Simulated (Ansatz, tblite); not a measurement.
# GeCl(NHMe)3 (C3H12ClGeN3): removing and adding an electron

What does removing or adding an electron cost or gain for GeCl(NHMe)3 (C3H12ClGeN3)? Each charged state is run at several levels.

Method: as each input shows; program: Ansatz 0.2.0, Gaussian basis.

The runs, in order: charge +1 doublet, at the geometry of the singlet (PBE0-D4/def2-TZVP, PBE-D4/def2-TZVP, r2SCAN0-D4/def2-TZVP); charge -1 doublet, at the geometry of the singlet (PBE0-D4/def2-TZVPD, PBE-D4/def2-TZVPD, r2SCAN0-D4/def2-TZVPD); the starting singlet's energies come from earlier runs.

2 further runs of the same task are left out: 2 set aside as unsound or not needed.

## Step 1: The relaxed structure

The singlet was relaxed beforehand with PBE0-D4/def2-SVP.

20 atoms, charge 0, spin multiplicity 1.

Atoms are counted from 1 here; the program's logs count them from 0.

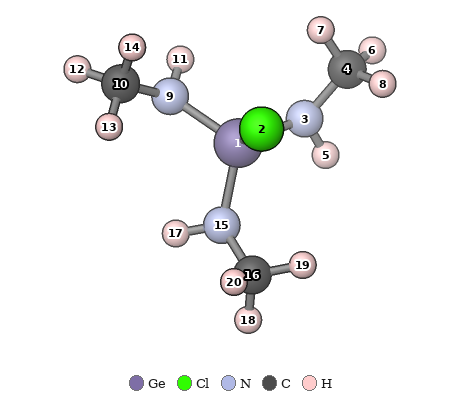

The geometry (germanium purple, chlorine green, nitrogen light blue, carbon dark grey, hydrogen pink); atoms are numbered from 1 in the order of the file.

## Step 2: Charge +1 doublet at the fixed geometry, PBE0-D4/def2-TZVP

The input, in.yaml:

```yaml
crystal:
  periodic: [false, false, false]
  atoms:
    - {symbol: Ge, position_ang: [-0.000354, 0.007856, -0.038329]}
    - {symbol: Cl, position_ang: [0.011048, -0.039577, 2.161533]}
    - {symbol: N, position_ang: [1.709255, 0.047060, -0.624648]}
    - {symbol: C, position_ang: [2.784428, 0.666683, 0.116683]}
    - {symbol: H, position_ang: [1.977018, -0.802667, -1.111799]}
    - {symbol: H, position_ang: [3.627780, 0.908573, -0.551892]}
    - {symbol: H, position_ang: [2.442699, 1.617969, 0.554074]}
    - {symbol: H, position_ang: [3.175118, 0.054429, 0.952103]}
    - {symbol: N, position_ang: [-0.882084, 1.490510, -0.580958]}
    - {symbol: C, position_ang: [-1.991028, 2.056085, 0.153785]}
    - {symbol: H, position_ang: [-0.267267, 2.181762, -0.999147]}
    - {symbol: H, position_ang: [-2.590529, 2.715264, -0.495932]}
    - {symbol: H, position_ang: [-2.663067, 1.254946, 0.498692]}
    - {symbol: H, position_ang: [-1.698201, 2.634412, 1.050661]}
    - {symbol: N, position_ang: [-0.836611, -1.470700, -0.658220]}
    - {symbol: C, position_ang: [-0.790390, -2.742331, 0.027578]}
    - {symbol: H, position_ang: [-1.732981, -1.264635, -1.088056]}
    - {symbol: H, position_ang: [-1.053676, -3.563252, -0.660014]}
    - {symbol: H, position_ang: [0.232422, -2.942344, 0.383010]}
    - {symbol: H, position_ang: [-1.453600, -2.810032, 0.910895]}
basis:
  gaussian: {orbitals: def2-TZVP}
total_charge: 1
magnetization: {spin_polarized: true, initial_magnetization: 1}
hamiltonian: {xc: pbe0, dispersion: d4}
scf: {omitted_lower_state_checks: [starts]}
output: {orbitals: {seedname: orbitals}}
```

Run with:

```bash
$ ansatz run in.yaml --threads 2 --pin off --events-out ev --progress --plain --max-ram 32768MiB --backend cuda --devices 0, --max-vram 18GiB
```

Standard output:

```text
Functional definition: PBE0
  name "PBE0"
  cite "Adamo & Barone, J. Chem. Phys. 110, 6158 (1999) doi:10.1063/1.478522"
  cite "Perdew, Burke & Ernzerhof, Phys. Rev. Lett. 77, 3865 (1996) doi:10.1103/PhysRevLett.77.3865"
  parent pbe
  parameter a = 0.25
  parameter kappa = 0.804
  parameter beta = 0.06672455060314922
  exchange = (1 - a)*pbe_x(kappa = kappa, mu = beta*pi^2/3) + a*exact_x
  correlation = pbe_c(beta = beta)
these checks for a lower state are left out or cut short: starts
2202 factors; their error is unknown
mean field evaluation 1: about -76761.9550 eV, gradient 8.5e1 eV
mean field evaluation 2: about -76682.3382 eV, gradient 1.5e2 eV
mean field evaluation 4: about -76789.6165 eV, gradient 2.8e1 eV
mean field evaluation 8: about -76793.7100 eV, gradient 5.5e0 eV
mean field evaluation 16: about -76793.9245 eV, gradient 1.7e-1 eV
mean field evaluation 32: about -76794.2122 eV, gradient 3.3e-5 eV
mean field -76794.21219781 eV, -2822.1352452830 hartree, gradient 2.1e-5 eV, S^2 0.760007; 0 other end points of the search recorded, 0 dependent functions left out
reference -76794.21223699 eV, -2822.1352467226 hartree; 50, 49 occupied and 293, 294 virtual orbitals, 2202 factors
Total energy: -76794.64965714 eV, -2822.1513216169 hartree
Checks for a lower state left out: starts
```

Run time: 10 s. Hardware: 1 × H100 (card shared with other runs) with 2 threads of AMD EPYC 7R13, shared host; peak host memory 0.97 GiB.

From the report: HOMO -11.30 eV, LUMO -10.21 eV (over both spins); ⟨S²⟩ 0.760 (pure: 0.75).

## Step 3: Charge +1 doublet at the fixed geometry, PBE-D4/def2-TZVP

start.molden holds the orbitals of an earlier run on this state, given as this run's starting guess.

Changes to in.yaml since step 2:

```diff
@@ -24,6 +24,6 @@
 basis:
-  gaussian: {orbitals: def2-TZVP}
+  gaussian: {orbitals: def2-TZVP, initial_orbitals: start.molden}
 total_charge: 1
 magnetization: {spin_polarized: true, initial_magnetization: 1}
-hamiltonian: {xc: pbe0, dispersion: d4}
+hamiltonian: {xc: pbe, dispersion: d4}
 scf: {omitted_lower_state_checks: [starts]}
```

The command is unchanged.

Standard output:

```text
Functional definition: PBE
  name "PBE"
  cite "Perdew, Burke & Ernzerhof, Phys. Rev. Lett. 77, 3865 (1996) doi:10.1103/PhysRevLett.77.3865"
  parent pbe
  parameter kappa = 0.804
  parameter beta = 0.06672455060314922
  exchange = pbe_x(kappa = kappa, mu = beta*pi^2/3)
  correlation = pbe_c(beta = beta)
these checks for a lower state are left out or cut short: starts
2147 factors; their error is unknown
mean field evaluation 1: about -76791.2323 eV, gradient 1.1e1 eV
mean field evaluation 2: about -76791.4444 eV, gradient 2.6e-1 eV
mean field evaluation 4: about -76791.3885 eV, gradient 1.1e-2 eV
mean field evaluation 8: about -76791.3885 eV, gradient 1.6e-5 eV
mean field -76791.38852928 eV, -2822.0314773783 hartree, gradient 1.6e-5 eV, S^2 0.752801; 0 other end points of the search recorded, 0 dependent functions left out
reference -76791.38858200 eV, -2822.0314793158 hartree; 50, 49 occupied and 293, 294 virtual orbitals, 2147 factors
Total energy: -76791.89518428 eV, -2822.0500966063 hartree
Checks for a lower state left out: starts
```

It took 7 s on 1 × H100 (card shared with other runs) with 2 threads of AMD EPYC 7R13, shared host; peak host memory 0.93 GiB.

Report: HOMO -10.41 eV, LUMO -10.42 eV (over both spins; with the spin held, an empty level of the minority spin lies below the top filled one); ⟨S²⟩ 0.753 (pure: 0.75).

## Step 4: Charge +1 doublet at the fixed geometry, r2SCAN0-D4/def2-TZVP

Changes to in.yaml since step 3:

```diff
@@ -27,3 +27,3 @@
 magnetization: {spin_polarized: true, initial_magnetization: 1}
-hamiltonian: {xc: pbe, dispersion: d4}
+hamiltonian: {xc: {name: r2SCAN0}, dispersion: d4}
 scf: {omitted_lower_state_checks: [starts]}
```

Same command.

Standard output (excerpt; [...] marks lines left out):

```text
Functional definition: r2SCAN0
  name "r2SCAN0"
  cite "Bursch, Neugebauer, Ehlert & Grimme, J. Chem. Phys. 156, 134105 (2022) doi:10.1063/5.0086040"
  cite "Furness, Kaplan, Ning, Perdew & Sun, J. Phys. Chem. Lett. 11, 8208 (2020) doi:10.1021/acs.jpclett.0c02405"
  cite "Furness, Kaplan, Ning, Perdew & Sun, J. Phys. Chem. Lett. 11, 9248 (2020) doi:10.1021/acs.jpclett.0c03077"
  parent r2scan
[...]
2202 factors; their error is unknown
[...]
mean field -76807.48899102 eV, -2822.6231584339 hartree, gradient 1.3e-5 eV, S^2 0.764497; 0 other end points of the search recorded, 0 dependent functions left out
reference -76807.48900536 eV, -2822.6231589610 hartree; 50, 49 occupied and 293, 294 virtual orbitals, 2202 factors
Total energy: -76807.65046112 eV, -2822.6290923507 hartree
Checks for a lower state left out: starts
```

Wall time 14 s (1 × H100 (card shared with other runs) with 2 threads of AMD EPYC 7R13, shared host); peak host memory 1.1 GiB.

HOMO -11.37 eV, LUMO -10.26 eV (over both spins); ⟨S²⟩ 0.764 (pure: 0.75).

## Step 5: Vertical ionisation energy

Charged state less starting state, singlet to doublet; the starting state's energies are those of its earlier runs.

```csv
level,vertical ionisation energy (eV),time
PBE-D4/def2-TZVP,+8.01,15 s
PBE0-D4/def2-TZVP,+8.59,21 s
r2SCAN0-D4/def2-TZVP,+8.70,24 s
```

Times add the two runs; a level without a time comes out of a correlated run.

Beside −ε(HOMO) of the starting state:

```csv
level,−ε(HOMO) (eV),by difference (eV),mismatch (eV)
PBE-D4/def2-TZVP,5.50,8.01,-2.50
PBE0-D4/def2-TZVP,6.89,8.59,-1.70
r2SCAN0-D4/def2-TZVP,7.09,8.70,-1.61
```

## Step 6: Charge -1 doublet at the fixed geometry, PBE0-D4/def2-TZVPD

Changes to in.yaml since step 4:

```diff
@@ -24,6 +24,6 @@
 basis:
-  gaussian: {orbitals: def2-TZVP, initial_orbitals: start.molden}
-total_charge: 1
+  gaussian: {orbitals: def2-TZVPD}
+total_charge: -1
 magnetization: {spin_polarized: true, initial_magnetization: 1}
-hamiltonian: {xc: {name: r2SCAN0}, dispersion: d4}
+hamiltonian: {xc: pbe0, dispersion: d4}
 scf: {omitted_lower_state_checks: [starts]}
```

Launched as before.

Standard output (excerpt; [...] marks lines left out):

```text
Functional definition: PBE0
  name "PBE0"
  cite "Adamo & Barone, J. Chem. Phys. 110, 6158 (1999) doi:10.1063/1.478522"
  cite "Perdew, Burke & Ernzerhof, Phys. Rev. Lett. 77, 3865 (1996) doi:10.1103/PhysRevLett.77.3865"
  parent pbe
[...]
2405 factors; their error is unknown
[...]
mean field -76802.02104080 eV, -2822.4222149698 hartree, gradient 6.4e-6 eV, S^2 0.750308; 0 other end points of the search recorded, 0 dependent functions left out
reference -76802.02108965 eV, -2822.4222167648 hartree; 51, 50 occupied and 379, 380 virtual orbitals, 2405 factors
Total energy: -76802.53014255 eV, -2822.4409241141 hartree
Checks for a lower state left out: starts
```

Run time: 18 s. Hardware: 1 × H100 (card shared with other runs) with 2 threads of AMD EPYC 7R13, shared host; peak host memory 1.1 GiB.

HOMO 1.80 eV, LUMO 2.77 eV (over both spins); ⟨S²⟩ 0.750 (pure: 0.75). Doubts: highest occupied level lies above zero.

## Step 7: Charge -1 doublet at the fixed geometry, PBE-D4/def2-TZVPD

Changes to in.yaml since step 6:

```diff
@@ -24,6 +24,6 @@
 basis:
-  gaussian: {orbitals: def2-TZVPD}
+  gaussian: {orbitals: def2-TZVPD, initial_orbitals: start.molden}
 total_charge: -1
 magnetization: {spin_polarized: true, initial_magnetization: 1}
-hamiltonian: {xc: pbe0, dispersion: d4}
+hamiltonian: {xc: pbe, dispersion: d4}
 scf: {omitted_lower_state_checks: [starts]}
```

The command is unchanged.

Standard output:

```text
Functional definition: PBE
  name "PBE"
  cite "Perdew, Burke & Ernzerhof, Phys. Rev. Lett. 77, 3865 (1996) doi:10.1103/PhysRevLett.77.3865"
  parent pbe
  parameter kappa = 0.804
  parameter beta = 0.06672455060314922
  exchange = pbe_x(kappa = kappa, mu = beta*pi^2/3)
  correlation = pbe_c(beta = beta)
these checks for a lower state are left out or cut short: starts
2324 factors; their error is unknown
mean field evaluation 1: about -76798.6977 eV, gradient 1.1e1 eV
mean field evaluation 2: about -76798.9182 eV, gradient 3.1e-1 eV
mean field evaluation 4: about -76798.8569 eV, gradient 1.6e-2 eV
mean field evaluation 8: about -76798.8569 eV, gradient 1.7e-5 eV
mean field -76798.85687562 eV, -2822.3059340443 hartree, gradient 2.3e-5 eV, S^2 0.750221; 0 other end points of the search recorded, 0 dependent functions left out
reference -76798.85694170 eV, -2822.3059364726 hartree; 51, 50 occupied and 379, 380 virtual orbitals, 2324 factors
Total energy: -76799.44649932 eV, -2822.3276023153 hartree
Checks for a lower state left out: starts
```

It took 8.5 s on 1 × H100 (card shared with other runs) with 2 threads of AMD EPYC 7R13, shared host; peak host memory 1 GiB.

Report: HOMO 1.99 eV, LUMO 2.23 eV (over both spins); ⟨S²⟩ 0.750 (pure: 0.75). Doubts: highest occupied level lies above zero.

## Step 8: Charge -1 doublet at the fixed geometry, r2SCAN0-D4/def2-TZVPD

Changes to in.yaml since step 7:

```diff
@@ -27,3 +27,3 @@
 magnetization: {spin_polarized: true, initial_magnetization: 1}
-hamiltonian: {xc: pbe, dispersion: d4}
+hamiltonian: {xc: {name: r2SCAN0}, dispersion: d4}
 scf: {omitted_lower_state_checks: [starts]}
```

The command is unchanged.

Standard output (excerpt; [...] marks lines left out):

```text
Functional definition: r2SCAN0
  name "r2SCAN0"
  cite "Bursch, Neugebauer, Ehlert & Grimme, J. Chem. Phys. 156, 134105 (2022) doi:10.1063/5.0086040"
  cite "Furness, Kaplan, Ning, Perdew & Sun, J. Phys. Chem. Lett. 11, 8208 (2020) doi:10.1021/acs.jpclett.0c02405"
  cite "Furness, Kaplan, Ning, Perdew & Sun, J. Phys. Chem. Lett. 11, 9248 (2020) doi:10.1021/acs.jpclett.0c03077"
  parent r2scan
[...]
2405 factors; their error is unknown
[...]
mean field -76815.31294910 eV, -2822.9106835902 hartree, gradient 1.9e-5 eV, S^2 0.750521; 0 other end points of the search recorded, 0 dependent functions left out
reference -76815.31297376 eV, -2822.9106844965 hartree; 51, 50 occupied and 379, 380 virtual orbitals, 2405 factors
Total energy: -76815.50283335 eV, -2822.9176617079 hartree
Checks for a lower state left out: starts
```

Wall time 17 s (1 × H100 (card shared with other runs) with 2 threads of AMD EPYC 7R13, shared host); peak host memory 1.2 GiB.

HOMO 1.80 eV, LUMO 2.91 eV (over both spins); ⟨S²⟩ 0.751 (pure: 0.75). Doubts: highest occupied level lies above zero.

## Step 9: Vertical electron affinity

Starting state less charged state (positive: the electron is bound), singlet to doublet; the starting state's energies are those of its earlier runs.

```csv
level,vertical electron affinity (eV),time
PBE-D4/def2-TZVPD,-0.58,18 s
PBE0-D4/def2-TZVPD,-0.81,25 s
r2SCAN0-D4/def2-TZVPD,-0.93,26 s
```

Times add the two runs; a level without a time comes out of a correlated run.

Beside −ε(LUMO) of the starting state:

```csv
level,−ε(LUMO) (eV),by difference (eV),mismatch (eV)
PBE-D4/def2-TZVPD,0.88,-0.58,+1.46
PBE0-D4/def2-TZVPD,0.13,-0.81,+0.94
r2SCAN0-D4/def2-TZVPD,-0.21,-0.93,+0.72
```

## Step 10: Outcome

| quantity | value |
| --- | --- |
| vertical ionisation energy, functionals in def2-TZVP | 8.01 (PBE-D4) to 8.70 eV (r2SCAN0-D4) |
| vertical electron affinity, functionals in def2-TZVPD | -0.93 (r2SCAN0-D4) to -0.58 eV (PBE-D4) |

What this shows: The vertical ionisation energy spans 8.01 to 8.70 eV over the functionals. −ε(HOMO) misses the level's own difference by -1.61 eV at best (r2SCAN0-D4) and -2.50 eV at worst (PBE-D4). The vertical electron affinity spans -0.93 to -0.58 eV over the functionals. A negative affinity means an unbound electron, held by the basis alone. −ε(LUMO) misses the level's own difference by +0.72 eV at best (r2SCAN0-D4) and +1.46 eV at worst (PBE-D4).
